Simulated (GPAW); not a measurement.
# A Mo chain with one bond drawn out by 0.6 Å: converging a transmission

How do the numerical settings move the conductance of a Mo chain with one bond drawn out by 0.6 Å?

Program: GPAW 26.7.0. Level of theory: GPAW LCAO, PAW setups; Landauer transmission from Green's functions with principal layers (ASE), zero bias. Results are calculated unless marked as measured.

## 1. The structure

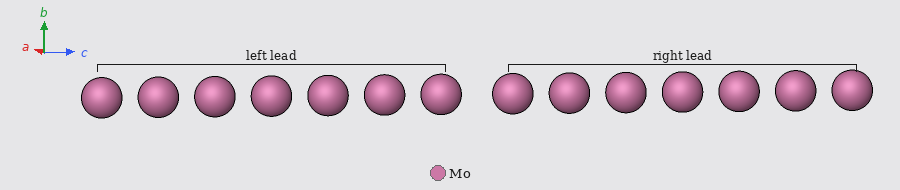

The cell as given, from the side, with the c axis across the page (molybdenum pink).

The cell holds 14 atoms: 14 Mo. Its edges and angles: a = 9.000 Å, b = 9.000 Å, c = 32.100 Å, α = 90.0°, β = 90.0°, γ = 90.0°. Regions: left lead, 7 atoms (7 Mo); right lead, 7 atoms (7 Mo). Vacuum lies along a and b. The structure is stacked along c, and the current runs across the ab planes.

## 2. The reference run

All settings start at ordinary values; they are then varied in turn, with meshes following the cell where its length changes.

Contents of run.py:

```python
import json
import numpy as np
from ase import Atoms
from ase.transport.calculators import TransportCalculator
from gpaw import GPAW, FermiDirac
from gpaw.lcao.tools import get_lcao_hamiltonian
from scipy.linalg import eigh

# The junction with lead layers at both ends, along the third cell vector
device = Atoms(
    ['Mo', 'Mo', 'Mo', 'Mo', 'Mo', 'Mo', 'Mo', 'Mo', 'Mo', 'Mo', 'Mo', 'Mo', 'Mo', 'Mo'],
    positions=[
        [4.50000, 4.50000, 1.12500],
        [4.50000, 4.50000, 3.37500],
        [4.50000, 4.50000, 5.62500],
        [4.50000, 4.50000, 7.87500],
        [4.50000, 4.50000, 10.12500],
        [4.50000, 4.50000, 12.37500],
        [4.50000, 4.50000, 14.62500],
        [4.50000, 4.50000, 17.47500],
        [4.50000, 4.50000, 19.72500],
        [4.50000, 4.50000, 21.97500],
        [4.50000, 4.50000, 24.22500],
        [4.50000, 4.50000, 26.47500],
        [4.50000, 4.50000, 28.72500],
        [4.50000, 4.50000, 30.97500]],
    cell=[[9.0, 0.0, 0.0], [0.0, 9.0, 0.0], [0.0, 0.0, 32.1]],
    pbc=True)

# One principal layer of the lead: the first 5 atoms of the device
lead = Atoms(
    ['Mo', 'Mo', 'Mo', 'Mo', 'Mo'],
    positions=[
        [4.50000, 4.50000, 1.12500],
        [4.50000, 4.50000, 3.37500],
        [4.50000, 4.50000, 5.62500],
        [4.50000, 4.50000, 7.87500],
        [4.50000, 4.50000, 10.12500]],
    cell=[[9.0, 0.0, 0.0], [0.0, 9.0, 0.0], [0.0, 0.0, 11.25]],
    pbc=True)

settings = dict(mode='lcao', basis='dzp', xc='LDA', h=0.2,
                occupations=FermiDirac(0.1), maxiter=250,
                mixer=dict(beta=0.1, nmaxold=8, weight=100.0),
                convergence=dict(density=0.0001))
energies = np.arange(-2, 2 + 1e-9, 0.05)
eta = 0.0001
n1, n2 = 1, 1
# k and -k transmit alike, so half of the mesh across the current serves
mesh = [(i, j) for i in range(n1) for j in range(n2) if (i, j) <= (-i % n1, -j % n2)]
weights = np.array([1 if (i, j) == (-i % n1, -j % n2) else 2 for i, j in mesh]) / (n1 * n2)

# [... helper functions left out ...]
fermi_lead = ground_state(lead, (1, 1, 10), 'lead.txt')
fermi_device = ground_state(device, (1, 1, 3), 'device.txt')
# [... loop over the mesh left out, but for ...]
        # Shift the lead onto the potential of the device's first layer
        shift = ((H[:, 0, 0] - H0[:, 0, 0]) / S0[0, 0]).real.mean()
# [...]
kT = 8.617333e-5 * 300
bias = [0.1, 0.2, 0.5, 1.0, 1.5, 2.0]
# [... integrals and printing left out ...]
```

Launch:

```bash
> OMP_NUM_THREADS=1 OPENBLAS_NUM_THREADS=2 python run.py
```

The program printed:

```text
basis functions: device 406, principal layer 145
Fermi level: lead -2.9955 eV, device -3.0036 eV; lead shifted by 0.0081 eV
largest coupling past the next layer 2.75e-05 eV, largest misfit of the first layer 0.068 eV
  E-E_F (eV)   T (one spin)  [channel counts left out]
    -2.000    1.2709e+00
    -1.950    1.2959e+00
    -1.900    1.3211e+00
    -1.850    1.3467e+00
    -1.800    1.3728e+00
    -1.750    1.4000e+00
    -1.700    1.4290e+00
    -1.650    1.4606e+00
    -1.600    1.4982e+00
    -1.550    1.5535e+00
    -1.500    1.5660e+00
    -1.450    1.6924e+00
    -1.400    1.7126e+00
    -1.350    1.6125e+00
    -1.300    1.6523e+00
    -1.250    1.7869e+00
[...]
1.650    2.6429e+00
     1.700    2.6423e+00
     1.750    2.6401e+00
     1.800    2.6320e+00
     1.850    2.6100e+00
     1.900    2.5562e+00
     1.950    2.4366e+00
     2.000    2.1559e+00
conductance at 300 K: 3.266 G0 a cell; thermopower -0.04753 uV/K
current from the zero-bias T(E) at 0.1 V: 25.294 uA
current from the zero-bias T(E) at 0.2 V: 50.526 uA
current from the zero-bias T(E) at 0.5 V: 125.33 uA
current from the zero-bias T(E) at 1.0 V: 244.35 uA
current from the zero-bias T(E) at 1.5 V: 352.54 uA
current from the zero-bias T(E) at 2.0 V: 450.74 uA
```

Elapsed: 2.5 min, on 2 threads of Intel Xeon 6975P-C (Granite Rapids), shared host; peak memory 1.3 GiB.

This step gave:

| Item | Value |
| --- | --- |
| conductance | 3.266 G₀ |
| largest coupling past the next principal layer | 2.75e-5 eV |
| largest misfit of the first principal layer | 0.06776 eV |
| shift that aligns the lead | 0.008112 eV |
| basis functions of the junction | 406 |
| basis functions of a principal layer | 145 |
| transmission at the Fermi level (one spin) | 3.270 |

One spin. Transmission, zone mean against energy, zero at the Fermi level:

| energy (eV) | transmission, zone mean |
| --- | --- |
| -2.0000 | 1.27 |
| -1.7500 | 1.40 |
| -1.5000 | 1.57 |
| -1.2500 | 1.79 |
| -1.0000 | 2.06 |
| -0.7500 | 2.32 |
| -0.5000 | 2.80 |
| -0.2500 | 3.16 |
| 0.0000 | 3.27 |
| 0.2500 | 3.20 |
| 0.5000 | 3.08 |
| 0.7500 | 2.94 |
| 1.0000 | 2.87 |
| 1.2500 | 2.74 |
| 1.5000 | 2.64 |
| 1.7500 | 2.64 |
| 2.0000 | 2.16 |

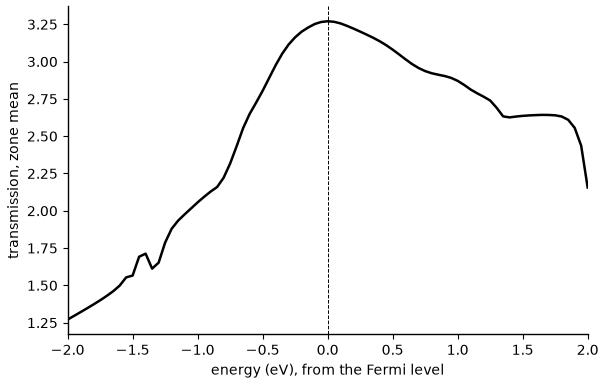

Transmission, zone mean against energy.

Not self-consistent under bias; the bias window is split evenly. Table of current through one cell, from the zero-bias transmission by bias:

| bias (V) | current through one cell, from the zero-bias transmission (μA) |
| --- | --- |
| 0.100 | 25.3 |
| 0.200 | 50.5 |
| 0.500 | 125 |
| 1.000 | 244 |
| 1.500 | 353 |
| 2.000 | 451 |

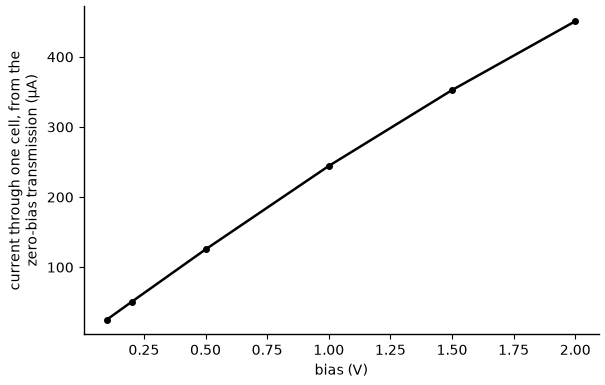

Current through one cell, from the zero-bias transmission against bias.

Couplings past the next layer reach 2.7e-5 eV, small enough to drop; the matrix elements of the cell's first layer differ from the bulk lead's by up to 0.068 eV. That layer keeps its own values in the calculation, and only beyond it is the lead taken as perfect. The Fermi levels of lead and junction count from different zeros of potential, one for each periodic cell; with both set to zero, the small remaining shift is what aligns them. By hand: G = 3.266 × 77.48 μS = 253 μS, a resistance of 3.95 kΩ; at 0.1 V a linear junction would pass 25.3 μA, and the integral over the bias window gives 25.3 μA.

## 3. Varying the periods in a principal layer

A principal layer must be long enough that orbitals couple only to the neighbouring layers.

run.py, as its differences from that of step 2:

```diff
@@ -29,5 +29,5 @@
 
-# One principal layer of the lead: the first 5 atoms of the device
+# One principal layer of the lead: the first 3 atoms of the device
 lead = Atoms(
-    ['Mo', 'Mo', 'Mo', 'Mo', 'Mo'],
+    ['Mo', 'Mo', 'Mo'],
     positions=[
@@ -35,6 +35,4 @@
         [4.50000, 4.50000, 3.37500],
-        [4.50000, 4.50000, 5.62500],
-        [4.50000, 4.50000, 7.87500],
-        [4.50000, 4.50000, 10.12500]],
-    cell=[[9.0, 0.0, 0.0], [0.0, 9.0, 0.0], [0.0, 0.0, 11.25]],
+        [4.50000, 4.50000, 5.62500]],
+    cell=[[9.0, 0.0, 0.0], [0.0, 9.0, 0.0], [0.0, 0.0, 6.75]],
     pbc=True)
@@ -53,3 +51,3 @@
 # [... helper functions left out ...]
-fermi_lead = ground_state(lead, (1, 1, 10), 'lead.txt')
+fermi_lead = ground_state(lead, (1, 1, 17), 'lead.txt')
 fermi_device = ground_state(device, (1, 1, 3), 'device.txt')
```

The program printed:

```text
basis functions: device 406, principal layer 87
Fermi level: lead -2.9955 eV, device -3.0036 eV; lead shifted by 0.0053 eV
largest coupling past the next layer 3.05e-01 eV, largest misfit of the first layer 0.038 eV
  E-E_F (eV)   T (one spin)  [channel counts left out]
    -2.000    1.2665e+00
    -1.950    1.2940e+00
    -1.900    1.3238e+00
    -1.850    1.3722e+00
    -1.800    1.3472e+00
    -1.750    1.3879e+00
    -1.700    1.4205e+00
    -1.650    1.4549e+00
    -1.600    1.4954e+00
    -1.550    1.5535e+00
    -1.500    1.6186e+00
    -1.450    1.6485e+00
    -1.400    1.7146e+00
    -1.350    1.7840e+00
    -1.300    1.8422e+00
    -1.250    1.8890e+00
[...]
1.650    2.6568e+00
     1.700    2.6585e+00
     1.750    2.6563e+00
     1.800    2.6467e+00
     1.850    2.6224e+00
     1.900    2.5673e+00
     1.950    2.4392e+00
     2.000    1.7039e+00
conductance at 300 K: 3.2668 G0 a cell; thermopower 0.1475 uV/K
current from the zero-bias T(E) at 0.1 V: 25.302 uA
current from the zero-bias T(E) at 0.2 V: 50.549 uA
current from the zero-bias T(E) at 0.5 V: 125.49 uA
current from the zero-bias T(E) at 1.0 V: 244.88 uA
current from the zero-bias T(E) at 1.5 V: 353.58 uA
current from the zero-bias T(E) at 2.0 V: 452.09 uA
```

Elapsed: 2.1 min, on 2 threads; peak memory 1.3 GiB.

This step gave:

| Quantity | Value |
| --- | --- |
| conductance | 3.267 G₀ |
| largest coupling past the next principal layer | 0.3051 eV |
| largest misfit of the first principal layer | 0.03842 eV |
| shift that aligns the lead | 0.005268 eV |
| basis functions of a principal layer | 87 |
| transmission at the Fermi level (one spin) | 3.271 |

One spin. Transmission, zone mean against energy, zero at the Fermi level:

| energy (eV) | transmission, zone mean |
| --- | --- |
| -2.000 | 1.27 |
| -1.800 | 1.35 |
| -1.600 | 1.50 |
| -1.400 | 1.71 |
| -1.200 | 1.93 |
| -1.000 | 2.03 |
| -0.800 | 2.22 |
| -0.600 | 2.66 |
| -0.400 | 2.99 |
| -0.200 | 3.22 |
| -0.050 | 3.27 |
| 0.000 | 3.27 |
| 0.200 | 3.22 |
| 0.400 | 3.14 |
| 0.600 | 3.02 |
| 0.800 | 2.94 |
| 1.000 | 2.88 |
| 1.200 | 2.70 |
| 1.400 | 2.61 |
| 1.600 | 2.65 |
| 1.800 | 2.65 |
| 2.000 | 1.70 |

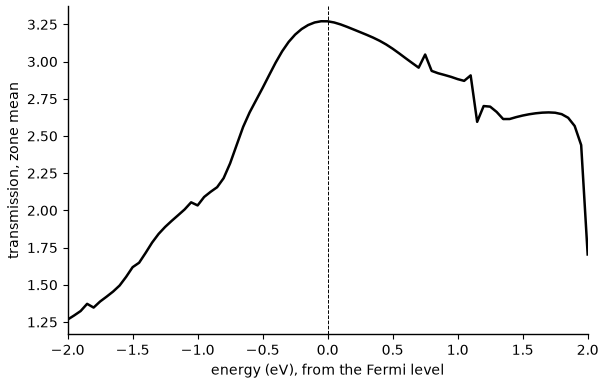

Transmission, zone mean, plotted against energy.

Not self-consistent under bias; the bias window is split evenly. Table of current through one cell, from the zero-bias transmission by bias:

| bias (V) | current through one cell, from the zero-bias transmission (μA) |
| --- | --- |
| 0.100 | 25.3 |
| 0.200 | 50.5 |
| 0.500 | 125 |
| 1.000 | 245 |
| 1.500 | 354 |
| 2.000 | 452 |

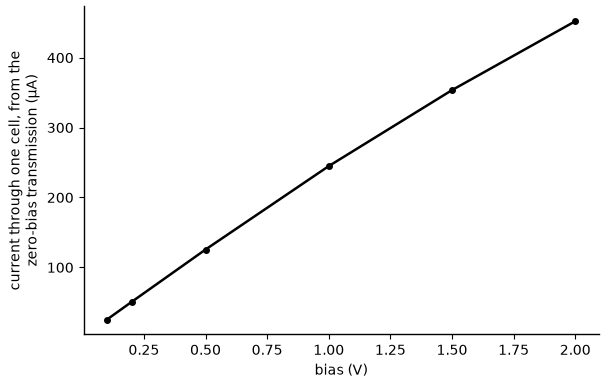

Current through one cell, from the zero-bias transmission, plotted against bias.

The conductance equals that of the base run to 0.2 %. Couplings past the next layer reach 0.31 eV, too large to drop without error; the matrix elements of the cell's first layer differ from the bulk lead's by up to 0.038 eV. That layer keeps its own values in the calculation, and only beyond it is the lead taken as perfect.

## 4. Periods in a principal layer

run.py, as its differences from that of step 3:

```diff
@@ -29,5 +29,5 @@
 
-# One principal layer of the lead: the first 3 atoms of the device
+# One principal layer of the lead: the first 4 atoms of the device
 lead = Atoms(
-    ['Mo', 'Mo', 'Mo'],
+    ['Mo', 'Mo', 'Mo', 'Mo'],
     positions=[
@@ -35,4 +35,5 @@
         [4.50000, 4.50000, 3.37500],
-        [4.50000, 4.50000, 5.62500]],
-    cell=[[9.0, 0.0, 0.0], [0.0, 9.0, 0.0], [0.0, 0.0, 6.75]],
+        [4.50000, 4.50000, 5.62500],
+        [4.50000, 4.50000, 7.87500]],
+    cell=[[9.0, 0.0, 0.0], [0.0, 9.0, 0.0], [0.0, 0.0, 9.0]],
     pbc=True)
@@ -51,3 +52,3 @@
 # [... helper functions left out ...]
-fermi_lead = ground_state(lead, (1, 1, 17), 'lead.txt')
+fermi_lead = ground_state(lead, (1, 1, 13), 'lead.txt')
 fermi_device = ground_state(device, (1, 1, 3), 'device.txt')
```

The program printed:

```text
basis functions: device 406, principal layer 116
Fermi level: lead -3.0000 eV, device -3.0036 eV; lead shifted by 0.0030 eV
largest coupling past the next layer 8.41e-03 eV, largest misfit of the first layer 0.064 eV
  E-E_F (eV)   T (one spin)  [channel counts left out]
    -2.000    1.3393e+00
    -1.950    1.3608e+00
    -1.900    1.3823e+00
    -1.850    1.4041e+00
    -1.800    1.4264e+00
    -1.750    1.4498e+00
    -1.700    1.4751e+00
    -1.650    1.5042e+00
    -1.600    1.5415e+00
    -1.550    1.6085e+00
    -1.500    1.7553e+00
    -1.450    1.7969e+00
    -1.400    1.8366e+00
    -1.350    1.8674e+00
    -1.300    1.9004e+00
    -1.250    1.9400e+00
[...]
1.650    2.6636e+00
     1.700    2.6664e+00
     1.750    2.8893e+00
     1.800    2.6427e+00
     1.850    2.6237e+00
     1.900    2.5723e+00
     1.950    2.4541e+00
     2.000    2.1447e+00
conductance at 300 K: 3.2753 G0 a cell; thermopower 0.04447 uV/K
current from the zero-bias T(E) at 0.1 V: 25.368 uA
current from the zero-bias T(E) at 0.2 V: 50.684 uA
current from the zero-bias T(E) at 0.5 V: 125.83 uA
current from the zero-bias T(E) at 1.0 V: 243.77 uA
current from the zero-bias T(E) at 1.5 V: 351.23 uA
current from the zero-bias T(E) at 2.0 V: 450.11 uA
```

Run time: 2.2 min. Hardware: 2 threads; peak memory 1.3 GiB.

Numbers from this step:

| Item | Value |
| --- | --- |
| conductance | 3.275 G₀ |
| largest coupling past the next principal layer | 0.008405 eV |
| largest misfit of the first principal layer | 0.06400 eV |
| shift that aligns the lead | 0.003033 eV |
| basis functions of a principal layer | 116 |
| transmission at the Fermi level (one spin) | 3.279 |

One spin. The transmission, zone mean by energy, zero at the Fermi level:

| energy (eV) | transmission, zone mean |
| --- | --- |
| -2.000 | 1.34 |
| -1.800 | 1.43 |
| -1.600 | 1.54 |
| -1.400 | 1.84 |
| -1.200 | 1.98 |
| -1.000 | 2.11 |
| -0.800 | 2.25 |
| -0.600 | 2.67 |
| -0.400 | 2.98 |
| -0.200 | 3.22 |
| 0.000 | 3.28 |
| 0.200 | 3.23 |
| 0.400 | 3.15 |
| 0.600 | 3.03 |
| 0.800 | 2.93 |
| 1.000 | 2.86 |
| 1.200 | 2.76 |
| 1.400 | 2.63 |
| 1.600 | 2.66 |
| 1.750 | 2.89 |
| 1.800 | 2.64 |
| 2.000 | 2.14 |

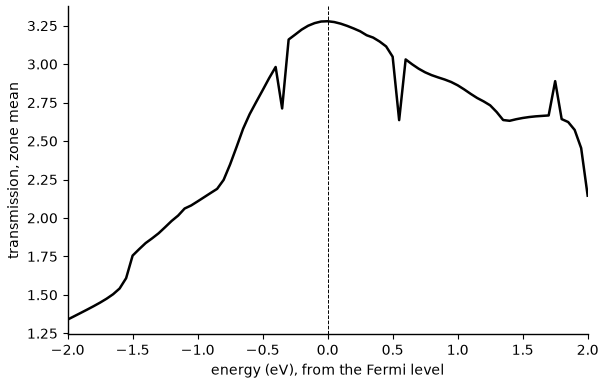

Transmission, zone mean against energy.

Not self-consistent under bias; the bias window is split evenly. The current through one cell, from the zero-bias transmission by bias:

| bias (V) | current through one cell, from the zero-bias transmission (μA) |
| --- | --- |
| 0.100 | 25.4 |
| 0.200 | 50.7 |
| 0.500 | 126 |
| 1.000 | 244 |
| 1.500 | 351 |
| 2.000 | 450 |

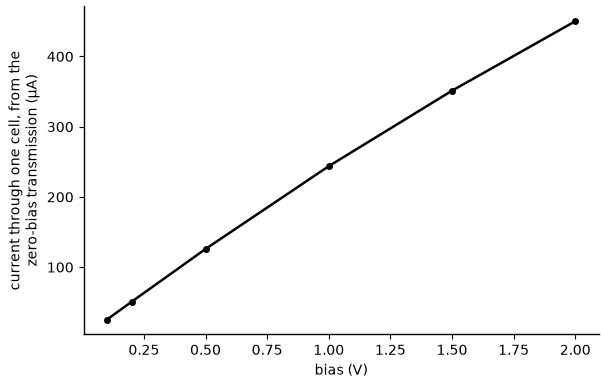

Current through one cell, from the zero-bias transmission, plotted against bias.

The conductance, 3.28 G₀, lies 0.3 % above that of the base run. Couplings past the next layer reach 0.0084 eV, small for the conductance, though enough to leave ripples in T(E); the matrix elements of the cell's first layer differ from the bulk lead's by up to 0.064 eV. That layer keeps its own values in the calculation, and only beyond it is the lead taken as perfect.

## 5. Periods in a principal layer

run.py, as its differences from that of step 4:

```diff
@@ -29,5 +29,5 @@
 
-# One principal layer of the lead: the first 4 atoms of the device
+# One principal layer of the lead: the first 6 atoms of the device
 lead = Atoms(
-    ['Mo', 'Mo', 'Mo', 'Mo'],
+    ['Mo', 'Mo', 'Mo', 'Mo', 'Mo', 'Mo'],
     positions=[
@@ -36,4 +36,6 @@
         [4.50000, 4.50000, 5.62500],
-        [4.50000, 4.50000, 7.87500]],
-    cell=[[9.0, 0.0, 0.0], [0.0, 9.0, 0.0], [0.0, 0.0, 9.0]],
+        [4.50000, 4.50000, 7.87500],
+        [4.50000, 4.50000, 10.12500],
+        [4.50000, 4.50000, 12.37500]],
+    cell=[[9.0, 0.0, 0.0], [0.0, 9.0, 0.0], [0.0, 0.0, 13.5]],
     pbc=True)
@@ -52,3 +54,3 @@
 # [... helper functions left out ...]
-fermi_lead = ground_state(lead, (1, 1, 13), 'lead.txt')
+fermi_lead = ground_state(lead, (1, 1, 9), 'lead.txt')
 fermi_device = ground_state(device, (1, 1, 3), 'device.txt')
```

The program printed:

```text
basis functions: device 406, principal layer 174
Fermi level: lead -2.9996 eV, device -3.0036 eV; lead shifted by 0.0072 eV
largest coupling past the next layer 3.74e-10 eV, largest misfit of the first layer 0.170 eV
  E-E_F (eV)   T (one spin)  [channel counts left out]
    -2.000    1.2641e+00
    -1.950    1.2898e+00
    -1.900    1.3156e+00
[...]
1.950    2.4277e+00
     2.000    2.1835e+00
conductance at 300 K: 3.2669 G0 a cell; thermopower -0.0166 uV/K
current from the zero-bias T(E) at 0.1 V: 25.302 uA
current from the zero-bias T(E) at 0.2 V: 50.544 uA
current from the zero-bias T(E) at 0.5 V: 125.42 uA
current from the zero-bias T(E) at 1.0 V: 244.66 uA
current from the zero-bias T(E) at 1.5 V: 353.08 uA
current from the zero-bias T(E) at 2.0 V: 451.38 uA
```

Run time: 2.4 min. Hardware: 2 threads; peak memory 1.4 GiB.

One spin. The transmission, zone mean by energy, zero at the Fermi level:

| energy (eV) | transmission, zone mean |
| --- | --- |
| -2.0000 | 1.26 |
| -1.7500 | 1.40 |
| -1.5000 | 1.59 |
| -1.2500 | 1.88 |
| -1.0000 | 2.07 |
| -0.7500 | 2.32 |
| -0.5000 | 2.82 |
| -0.2500 | 3.17 |
| 0.0000 | 3.27 |
| 0.2500 | 3.20 |
| 0.5000 | 3.08 |
| 0.7500 | 2.94 |
| 1.0000 | 2.87 |
| 1.2500 | 2.74 |
| 1.5000 | 2.64 |
| 1.7500 | 2.65 |
| 2.0000 | 2.18 |

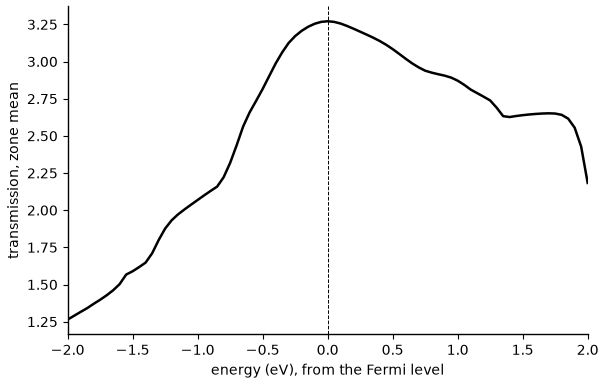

Transmission, zone mean, plotted against energy.

The conductance equals that of the base run to 0.2 %. Couplings past the next layer reach 3.7e-10 eV, small enough to drop; the matrix elements of the cell's first layer differ from the bulk lead's by up to 0.17 eV. That layer keeps its own values in the calculation, and only beyond it is the lead taken as perfect.

## 6. Convergence in the periods in a principal layer

The runs and the base run on one axis.

This step: convergence of the conductance (GPAW 26.7.0).

The conductance by periods in a principal layer:

| periods in a principal layer | conductance (G₀) |
| --- | --- |
| 3.00 | 3.27 |
| 4.00 | 3.28 |
| 5.00 | 3.27 |
| 6.00 | 3.27 |

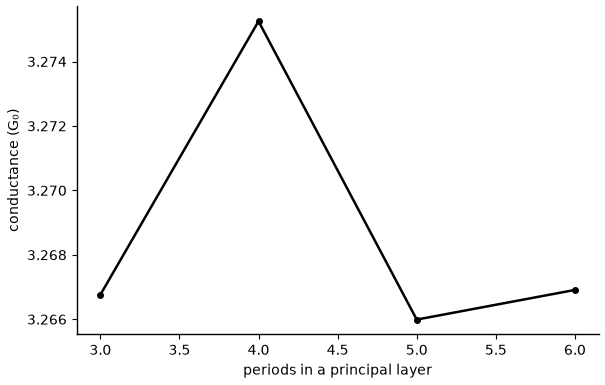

Conductance against periods in a principal layer.

[end of part 1 of 4]

[Logs are printed without paths, hosts, clocks, repeated set-up lines and the standing remarks that a program may print on its own settings, such as how far it seeks lower states.]

[Hosts, paths, dates, database ids (printed as entryN), source tags and the programs' standing remarks are cut or masked in the printed files.]
